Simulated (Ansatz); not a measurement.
Stretching the Se3–H4 bond in FHSeTe (SMILES F[Te][SeH]) (multiplicity 1 held, fragments rigid). Energies count from the point at 1.477 Å.
Geometry at that point (charge 0, multiplicity 1):
| atom | x (Å) | y (Å) | z (Å) |
|---|---|---|---|
| Te | 0.4218 | 0.2981 | 0.7323 |
| F | 1.5858 | 1.3313 | -0.4238 |
| Se | -1.0581 | -0.7511 | -0.9716 |
| H | -0.2320 | -1.9480 | -1.2318 |

R- and RO- levels are restricted; in cc, def2 and unpolarised 6-31G sets they are followed outwards from rest. Unrestricted levels (U-) break spin symmetry where that is lower. Active spaces are followed from a long bond inwards. Levels need not reach the same state.

Frozen-core correlation. Filled d and f shells under p-block atoms count as core.

Codes used: Ansatz (a first-principles code).  In def2 rows elements past Kr take small-core potentials, without spin–orbit coupling.

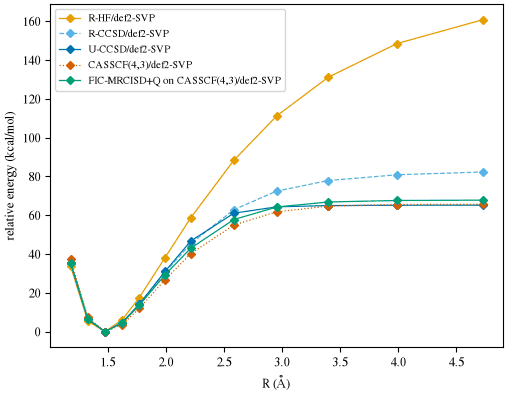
Relative energy along the coordinate

Question: Read off the R-HF/def2-SVP curve at R = 2.216.

Answer: about 59 kcal/mol

Doubts at one or more of the structures used: a restricted determinant that unrestricted orbitals would lower (R-HF/def2-SVP, R-CCSD/def2-SVP); other coupled-cluster roots lie near (R-CCSD/def2-SVP); a spin-contaminated determinant (U-CCSD/def2-SVP); T1 above 0.05 (U-CCSD/def2-SVP); active orbitals that take no part (CASSCF(4,3)/def2-SVP, FIC-MRCISD+Q on CASSCF(4,3)/def2-SVP).
